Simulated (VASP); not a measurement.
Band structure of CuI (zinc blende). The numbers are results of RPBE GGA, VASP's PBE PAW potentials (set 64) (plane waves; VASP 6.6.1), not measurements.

Unless said otherwise, spin-orbit coupling is left out, though it shifts the bands of the heavy elements here.

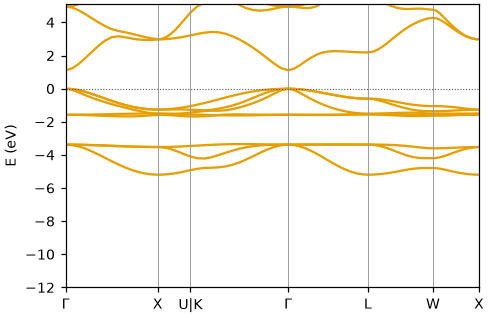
Bands along high-symmetry lines, zero at the valence-band maximum or, without a gap, the Fermi level

Q: Read the plot: is there a gap, and where are the band edges?

A: The gap is direct, 1.12 eV, from the valence maximum at Γ to the conduction minimum at Γ. (Edges off the drawn lines would not show.)

Measured: gap 3.12 eV (computed value off by -2.00 eV), as given by Abedi et al., (2022), arXiv:2211.14644.

The compound is CuI in the zinc blende structure. It was relaxed first, which changed the volume by +7 %.
